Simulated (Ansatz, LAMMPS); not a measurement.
# Li+ PF6- in dimethoxyethane and ethylene carbonate, from a frame at 400 K (198 atoms): geometry optimisation, part 2 of 3

Wanted: the relaxed structure of Li+ PF6- in dimethoxyethane and ethylene carbonate, from a frame at 400 K (198 atoms) and its electronic structure.

Ansatz 0.2.0; Kohn-Sham DFT, PBE+D3(BJ), PAW (set soft_2), plane waves.

The cell: 45 C, 33 O, 88 H, 4 P, 24 F and 4 Li. The network of contacts between molecules at the start is that of the classical potential that made the cell. The density was typed from a rule of thumb and may lie off the real one at this temperature. Sampling is at Γ alone, for a cell whose shortest periodic width is 13 Å.

So far. Step 3 (Single point at the start): The r.m.s. force component of 1.1 eV/Å and the pressure of 2.4 GPa set the starting point.

### Step 4. Relaxation

With the cell held, the atoms are moved downhill towards a nearby minimum.

Input file input.yaml:

```yaml
crystal:
  lattice:
    - [13.14569, 0.0, 0.0]
    - [0.0, 13.14569, 0.0]
    - [0.0, 0.0, 13.14569]
  atoms:
    [... the 198 atom lines of step 3 ...]
kpoints:
  mp_grid: { grid: [1, 1, 1] }
hamiltonian:
  xc: pbe
  dispersion: d3bj
scf:
  occupations: { method: fixed }
output:
  forces: true
relax:
  f_tol: 0.03
  max_steps: 200
```

Launch:

```console
ansatz run input.yaml --threads 4 --pin off --max-ram 8192MiB --backend cpu --events-out ev --progress --plain --runs-dir out
```

Numbers of over 12 decimals in the logs are rounded to 6 here.

Output:

```text
[...]
Crystal: 198 atoms, lattice volume = 2271.696 Å³
Basis set: ecut = 420 eV, 44299 PW (Γ), exchange–correlation on 180×180×180 points (8 copies of the dense FFT grid, shifted against one another)
Bands: 531, of which v1, the nominal top of the filled ones, is band 333 counted from 1 (332 counted from 0)
Symmetry: 1 space group operations
[...]
k-points: 1
[...]
SCF iter   1: F=—  HF=-54666.244928 eV  |F-HF|=—  |Δ(HF+E_count)|=         —  Δρ=5.57e-3  dr2=9.43e-1  ethr=1.77e-3  ⟨swp⟩=5.0  Hψ=1816  notcnv=0  defer=195
[...]
SCF iter   3: F=—  HF=-54666.002150 eV  |F-HF|=—  |Δ(HF+E_count)|=   3.18e-2  Δρ=1.69e-3  dr2=8.01e-2  ethr=3.33e-5  ⟨swp⟩=3.0  Hψ=652  notcnv=0  defer=101
automatic band count: iteration 3 solves 436 bands in place of 531: the levels show a gap, and the empty bands left out lie too high to hold charge; the band table lists the bands solved (type scf.n_extra_bands for more)
SCF iter   4: F=—  HF=-54665.985523 eV  |F-HF|=—  |Δ(HF+E_count)|=   1.66e-2  Δρ=6.16e-4  dr2=1.05e-2  ethr=1.20e-5  ⟨swp⟩=3.0  Hψ=797  notcnv=0  defer=101
[...]
SCF iter   7: F=-54665.983755 eV  HF=-54665.983758 eV  |F-HF|=3.20e-6  |Δ(HF+E_count)|=   2.38e-5  Δρ=3.29e-5  dr2=2.13e-5  ethr=3.38e-9  ⟨swp⟩=3.0  Hψ=1695  notcnv=0
SCF 1 converged in 7 iterations: F = -54665.983755 eV  dr2 = 2.13e-5
[...]
relax step   1: F+E_penalty+E_count = -54665.98375492 eV  Δ(F+E_penalty+E_count) = +0.000e0 eV  max|allowed force component| = 5.029e0 eV/Å  Δτ_max = 0.0000 Å  (7 SCF iters, dr2 threshold 2.25e-5 eV, accepted)
[... from here on, the SCF cycles and remarks between the steps are left out ...]
relax step   2: F+E_penalty+E_count = -54674.84192262 eV  Δ(F+E_penalty+E_count) = -8.858e0 eV  max|allowed force component| = 2.269e0 eV/Å  Δτ_max = 0.1945 Å  (7 SCF iters, dr2 threshold 1.00e-4 eV, accepted)
relax step   3: F+E_penalty+E_count = -54676.99997120 eV  Δ(F+E_penalty+E_count) = -2.158e0 eV  max|allowed force component| = 1.380e0 eV/Å  Δτ_max = 0.1932 Å  (7 SCF iters, dr2 threshold 1.00e-4 eV, accepted)
relax step   4: F+E_penalty+E_count = -54677.74671019 eV  Δ(F+E_penalty+E_count) = -7.467e-1 eV  max|allowed force component| = 8.125e-1 eV/Å  Δτ_max = 0.1755 Å  (7 SCF iters, dr2 threshold 1.00e-4 eV, accepted)
relax step   5: F+E_penalty+E_count = -54678.08752453 eV  Δ(F+E_penalty+E_count) = -3.408e-1 eV  max|allowed force component| = 4.920e-1 eV/Å  Δτ_max = 0.1668 Å  (7 SCF iters, dr2 threshold 1.00e-4 eV, accepted)
relax step   6: F+E_penalty+E_count = -54678.28631403 eV  Δ(F+E_penalty+E_count) = -1.988e-1 eV  max|allowed force component| = 3.317e-1 eV/Å  Δτ_max = 0.1949 Å  (7 SCF iters, dr2 threshold 8.40e-5 eV, accepted)
relax step   7: F+E_penalty+E_count = -54678.39505710 eV  Δ(F+E_penalty+E_count) = -1.087e-1 eV  max|allowed force component| = 3.177e-1 eV/Å  Δτ_max = 0.1916 Å  (7 SCF iters, dr2 threshold 4.04e-5 eV, accepted)
relax step   8: F+E_penalty+E_count = -54678.48295434 eV  Δ(F+E_penalty+E_count) = -8.790e-2 eV  max|allowed force component| = 3.570e-1 eV/Å  Δτ_max = 0.1950 Å  (7 SCF iters, dr2 threshold 4.59e-5 eV, accepted)
relax step   9: F+E_penalty+E_count = -54678.56389423 eV  Δ(F+E_penalty+E_count) = -8.094e-2 eV  max|allowed force component| = 3.557e-1 eV/Å  Δτ_max = 0.1950 Å  (7 SCF iters, dr2 threshold 1.00e-4 eV, accepted)
relax step  10: F+E_penalty+E_count = -54678.64877260 eV  Δ(F+E_penalty+E_count) = -8.488e-2 eV  max|allowed force component| = 2.604e-1 eV/Å  Δτ_max = 0.1907 Å  (7 SCF iters, dr2 threshold 1.00e-4 eV, accepted)
relax step  11: F+E_penalty+E_count = -54678.71947689 eV  Δ(F+E_penalty+E_count) = -7.070e-2 eV  max|allowed force component| = 3.210e-1 eV/Å  Δτ_max = 0.1950 Å  (7 SCF iters, dr2 threshold 3.63e-5 eV, accepted)
relax step  12: F+E_penalty+E_count = -54678.77230990 eV  Δ(F+E_penalty+E_count) = -5.283e-2 eV  max|allowed force component| = 4.117e-1 eV/Å  Δτ_max = 0.1956 Å  (7 SCF iters, dr2 threshold 5.52e-5 eV, accepted)
relax step  13: F+E_penalty+E_count = -54678.82150742 eV  Δ(F+E_penalty+E_count) = -4.920e-2 eV  max|allowed force component| = 4.418e-1 eV/Å  Δτ_max = 0.1949 Å  (6 SCF iters, dr2 threshold 1.00e-4 eV, accepted)
relax step  14: F+E_penalty+E_count = -54678.86470609 eV  Δ(F+E_penalty+E_count) = -4.320e-2 eV  max|allowed force component| = 4.212e-1 eV/Å  Δτ_max = 0.1950 Å  (6 SCF iters, dr2 threshold 1.00e-4 eV, accepted)
relax step  15: F+E_penalty+E_count = -54678.91465948 eV  Δ(F+E_penalty+E_count) = -4.995e-2 eV  max|allowed force component| = 3.521e-1 eV/Å  Δτ_max = 0.1949 Å  (6 SCF iters, dr2 threshold 1.00e-4 eV, accepted)
relax step  16: F+E_penalty+E_count = -54678.96429796 eV  Δ(F+E_penalty+E_count) = -4.964e-2 eV  max|allowed force component| = 2.007e-1 eV/Å  Δτ_max = 0.1944 Å  (6 SCF iters, dr2 threshold 8.67e-5 eV, accepted)
relax step  17: F+E_penalty+E_count = -54679.00591849 eV  Δ(F+E_penalty+E_count) = -4.162e-2 eV  max|allowed force component| = 1.583e-1 eV/Å  Δτ_max = 0.1946 Å  (7 SCF iters, dr2 threshold 1.31e-5 eV, accepted)
relax step  18: F+E_penalty+E_count = -54679.03455469 eV  Δ(F+E_penalty+E_count) = -2.864e-2 eV  max|allowed force component| = 2.374e-1 eV/Å  Δτ_max = 0.1949 Å  (8 SCF iters, dr2 threshold 8.14e-6 eV, accepted)
relax step  19: F+E_penalty+E_count = -54679.05768808 eV  Δ(F+E_penalty+E_count) = -2.313e-2 eV  max|allowed force component| = 3.341e-1 eV/Å  Δτ_max = 0.1487 Å  (7 SCF iters, dr2 threshold 3.51e-5 eV, accepted)
relax step  20: F+E_penalty+E_count = -54679.08418022 eV  Δ(F+E_penalty+E_count) = -2.649e-2 eV  max|allowed force component| = 3.397e-1 eV/Å  Δτ_max = 0.1292 Å  (6 SCF iters, dr2 threshold 1.00e-4 eV, accepted)
relax step  21: F+E_penalty+E_count = -54679.10961164 eV  Δ(F+E_penalty+E_count) = -2.543e-2 eV  max|allowed force component| = 2.866e-1 eV/Å  Δτ_max = 0.1780 Å  (6 SCF iters, dr2 threshold 1.00e-4 eV, accepted)
relax step  22: F+E_penalty+E_count = -54679.12747395 eV  Δ(F+E_penalty+E_count) = -1.786e-2 eV  max|allowed force component| = 2.243e-1 eV/Å  Δτ_max = 0.0959 Å  (6 SCF iters, dr2 threshold 5.85e-5 eV, accepted)
relax step  23: F+E_penalty+E_count = -54679.14902077 eV  Δ(F+E_penalty+E_count) = -2.155e-2 eV  max|allowed force component| = 1.582e-1 eV/Å  Δτ_max = 0.1348 Å  (7 SCF iters, dr2 threshold 3.08e-5 eV, accepted)
relax step  24: F+E_penalty+E_count = -54679.16565668 eV  Δ(F+E_penalty+E_count) = -1.664e-2 eV  max|allowed force component| = 1.792e-1 eV/Å  Δτ_max = 0.1954 Å  (7 SCF iters, dr2 threshold 1.24e-5 eV, accepted)
[...]
relax step  48: F+E_penalty+E_count = -54679.45368127 eV  Δ(F+E_penalty+E_count) = -5.225e-3 eV  max|allowed force component| = 8.547e-2 eV/Å  Δτ_max = 0.0542 Å  (9 SCF iters, accepted)
relax step  49: F+E_penalty+E_count = -54679.45764551 eV  Δ(F+E_penalty+E_count) = -3.964e-3 eV  max|allowed force component| = 8.860e-2 eV/Å  Δτ_max = 0.1117 Å  (10 SCF iters, accepted)
relax step  50: F+E_penalty+E_count = -54679.46011114 eV  Δ(F+E_penalty+E_count) = -2.466e-3 eV  max|allowed force component| = 7.205e-2 eV/Å  Δτ_max = 0.0724 Å  (7 SCF iters, dr2 threshold 7.85e-6 eV, accepted)
relax step  51: F+E_penalty+E_count = -54679.46252673 eV  Δ(F+E_penalty+E_count) = -2.416e-3 eV  max|allowed force component| = 5.878e-2 eV/Å  Δτ_max = 0.0560 Å  (7 SCF iters, dr2 threshold 3.43e-6 eV, accepted)
relax step  52: F+E_penalty+E_count = -54679.46516904 eV  Δ(F+E_penalty+E_count) = -2.642e-3 eV  max|allowed force component| = 5.636e-2 eV/Å  Δτ_max = 0.0892 Å  (8 SCF iters, dr2 threshold 2.28e-6 eV, accepted)
relax step  53: F+E_penalty+E_count = -54679.46663187 eV  Δ(F+E_penalty+E_count) = -1.463e-3 eV  max|allowed force component| = 5.472e-2 eV/Å  Δτ_max = 0.0426 Å  (7 SCF iters, dr2 threshold 2.11e-6 eV, accepted)
relax step  54: F+E_penalty+E_count = -54679.46877659 eV  Δ(F+E_penalty+E_count) = -2.145e-3 eV  max|allowed force component| = 5.604e-2 eV/Å  Δτ_max = 0.0734 Å  (7 SCF iters, dr2 threshold 2.75e-6 eV, accepted)
relax step  55: F+E_penalty+E_count = -54679.47013828 eV  Δ(F+E_penalty+E_count) = -1.362e-3 eV  max|allowed force component| = 5.171e-2 eV/Å  Δτ_max = 0.0804 Å  (7 SCF iters, dr2 threshold 2.96e-6 eV, accepted)
relax step  56: F+E_penalty+E_count = -54679.47106562 eV  Δ(F+E_penalty+E_count) = -9.273e-4 eV  max|allowed force component| = 4.737e-2 eV/Å  Δτ_max = 0.0480 Å  (7 SCF iters, dr2 threshold 2.28e-6 eV, accepted)
relax step  57: F+E_penalty+E_count = -54679.47209323 eV  Δ(F+E_penalty+E_count) = -1.028e-3 eV  max|allowed force component| = 3.340e-2 eV/Å  Δτ_max = 0.0360 Å  (7 SCF iters, dr2 threshold 1.88e-6 eV, accepted)
relax step  58: F+E_penalty+E_count = -54679.47278482 eV  Δ(F+E_penalty+E_count) = -6.916e-4 eV  max|allowed force component| = 2.566e-2 eV/Å  Δτ_max = 0.0403 Å  (9 SCF iters, accepted)
SCF converged after 9 iterations
Free energy (F): -54679.472785 eV
[...]
Internal energy: -54679.472785 eV  (E = F + TS)
E sigma→0 (E₀):  -54679.472785 eV
Fermi energy:    -0.941785 eV
[...]
--- Forces (eV/Å), atoms counted from 1 ---
  atom   1  C      0.00415873    -0.00269354    -0.00142729
  atom   2  O      0.00019662     0.00114054    -0.00509032
  atom   3  C     -0.00080794    -0.00087152     0.00684111
  atom   4  C      0.00231885     0.00226139     0.00061584
  atom   5  O      0.00082871    -0.00194719     0.00257333
  atom   6  C     -0.00218884     0.00275662     0.00119362
  atom   7  H     -0.00116108     0.00378329     0.00201649
  atom   8  H     -0.00326633    -0.00152849     0.00179871
  atom   9  H      0.00048684     0.00101767    -0.00253425
  atom  10  H      0.00182728     0.00165179    -0.00236093
  atom  11  H      0.00236625    -0.00065403    -0.00051817
  atom  12  H     -0.00014486    -0.00078204    -0.00018049
  atom  13  H     -0.00087401    -0.00083268    -0.00082043
  atom  14  H     -0.00132946    -0.00004662     0.00144077
[...]
atom 197  Li     0.00138705    -0.00239681    -0.00155715
  atom 198  Li     0.00317860     0.00138054     0.00081192
  max |Σ_I F_I| component: 6.70e-5 eV/Å
--- Relaxed structure (58 steps of the walk, 58 accepted, 0 SCFs on fresh bases) ---
  F+E_penalty+E_count = -54679.47278482 eV   max|allowed force component| = 2.566e-2 eV/Å
  atoms:
    - { symbol: C, position: [0.736348, 0.555560, 0.891991] }
    - { symbol: O, position: [0.828893, 0.508431, 0.925258] }
    - { symbol: C, position: [0.833265, 0.499908, 0.033696] }
    - { symbol: C, position: [0.922537, 0.432651, 0.059012] }
[...]
- { symbol: Li, position: [0.638135, 0.211862, 0.654676] }
```

It took 17 min on 4 threads of Arm Neoverse V2, shared host; peak memory 3 GiB; 67 min of CPU time.

Step by step (22 of 58):

```tsv
step	energy less that of the first step (eV)	largest force component (eV/Å)
1	0.0000	5.0293
4	-11.7630	0.8125
6	-12.3026	0.3317
9	-12.5801	0.3557
12	-12.7886	0.4117
15	-12.9309	0.3521
17	-13.0222	0.1583
20	-13.1004	0.3397
23	-13.1653	0.1582
25	-13.1916	0.1401
28	-13.2281	0.2510
31	-13.2700	0.1275
34	-13.3045	0.1314
36	-13.3347	0.0818
39	-13.3711	0.2212
42	-13.4143	0.4058
44	-13.4405	0.2643
47	-13.4647	0.0734
50	-13.4764	0.0721
53	-13.4829	0.0547
55	-13.4864	0.0517
58	-13.4890	0.0257
```

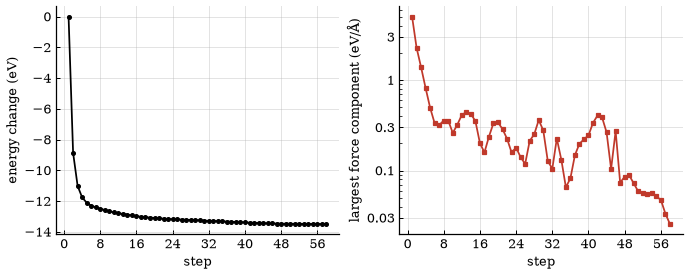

Energy and largest force along the relaxation.

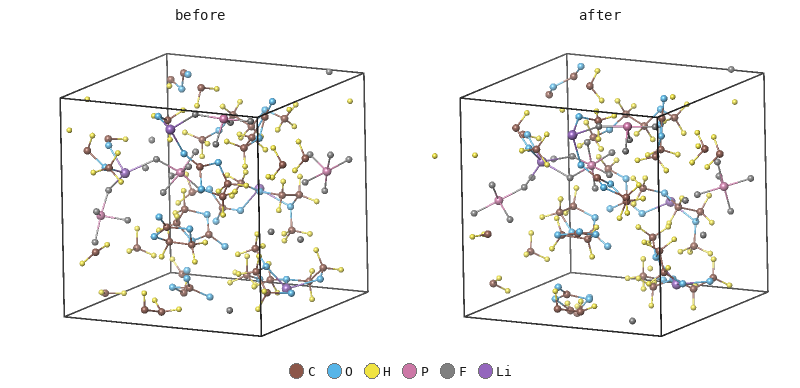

The structure before and after the relaxation, drawn at the same scale. Bonds to atoms that aren't drawn are left out.

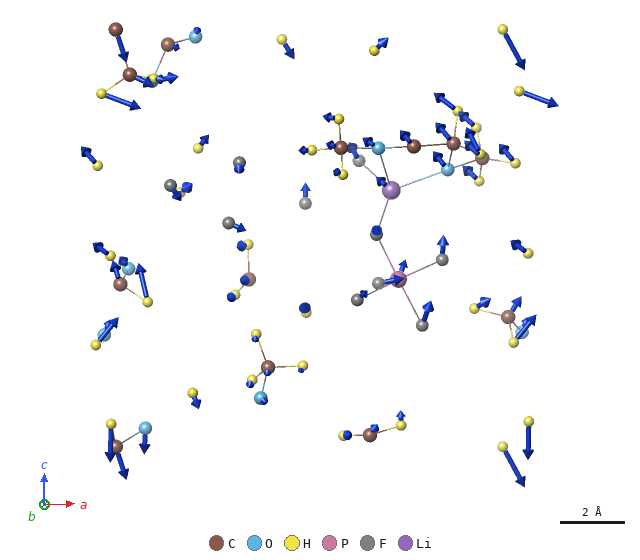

Displacements in the relaxation, scaled; the longest in the cell stands for 3.44 Å. Drawn is a slice 4 Å thick, seen along the normal of the ac plane. Bonds to atoms that aren't drawn are left out.

The atoms that moved most (Å):

```tsv
atom	dx	dy	dz	length
H156	1.632	-0.002	-3.029	3.441
H154	2.830	-0.790	-1.041	3.117
H124	-0.582	1.112	2.748	3.022
H155	-0.050	0.241	-2.808	2.819
H126	1.636	0.262	1.960	2.566
H8	-1.015	2.299	0.278	2.529
H29	-0.908	1.540	1.787	2.528
H163	-2.082	-1.317	-0.237	2.475
```

The relaxation changed the energy by -68.1 meV/atom, and atoms moved by 1.4 Å r.m.s., 3.4 Å at most.

### Step 5. Local order after relaxation

Density 1.29 g/cm³, 11.47 Å³ an atom.

g(r), total and by pair (bins of 0.2 Å):

```tsv
r (Å)	total	H-H	H-C	H-O	H-F	H-Li	H-P
1.00	1.96	0.00	9.70	0.00	0.00	0.00	0.00
1.20	1.64	0.00	7.05	0.00	0.00	0.00	0.00
1.40	1.20	0.00	0.00	0.00	0.00	0.00	0.00
1.60	0.67	0.00	0.00	0.00	0.00	0.00	0.00
1.80	0.90	4.53	0.00	0.00	0.00	0.00	0.00
2.00	1.08	0.00	0.00	6.20	0.00	0.00	0.00
2.20	0.96	0.18	2.48	0.21	0.09	0.00	0.00
2.40	1.22	2.06	0.04	0.16	0.65	0.00	0.00
2.60	0.86	1.06	1.35	1.22	1.67	0.00	0.00
2.80	0.62	0.58	0.54	0.88	1.82	0.31	0.00
3.00	0.82	1.40	0.76	0.99	0.48	1.98	0.00
3.20	0.91	0.68	1.21	1.03	0.99	3.25	0.48
3.40	0.91	0.56	0.90	0.74	0.89	2.90	2.17
3.60	0.85	0.99	0.60	0.60	0.76	0.81	2.37
3.80	0.92	0.94	0.87	0.74	0.92	2.33	1.77
4.00	1.05	0.86	1.27	1.23	1.15	2.09	1.59
4.20	1.01	1.04	0.62	1.39	1.31	0.74	1.16
4.40	0.96	0.79	0.96	1.16	1.08	0.00	1.07
4.60	1.16	1.18	1.00	1.19	1.80	0.61	1.46
4.80	1.09	0.97	1.27	1.00	1.35	1.11	1.34
5.00	1.01	0.88	1.13	1.14	1.12	0.30	0.92
5.20	1.00	1.01	0.94	0.88	0.86	1.33	1.33
5.40	1.06	1.01	0.93	1.01	0.86	1.05	1.25
5.60	1.02	1.05	0.92	0.84	1.13	0.98	1.14
5.80	1.11	1.09	1.02	1.20	0.96	1.52	1.15
6.00	1.00	1.02	1.12	0.96	1.04	1.01	0.78
6.20	1.00	1.02	1.02	0.97	1.02	0.80	1.15
6.40	0.94	0.83	1.08	0.82	0.92	1.32	0.62
```

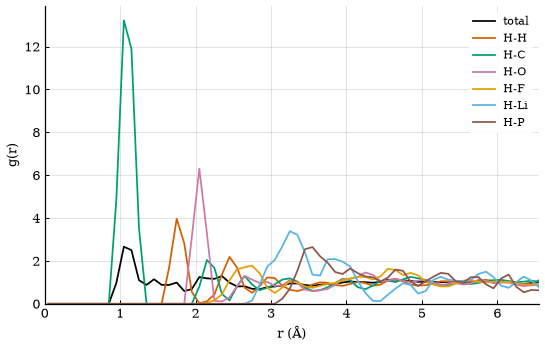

Pair distribution functions, lightly smoothed.

(Part 2 of 3 ends here.)

[Logs are printed without paths, hosts, clocks, repeated set-up lines and the standing remarks that a program may print on its own settings, such as how far it seeks lower states.]

[Hosts, paths, dates, database ids (printed as entryN), source tags and the programs' standing remarks are cut or masked in the printed files.]
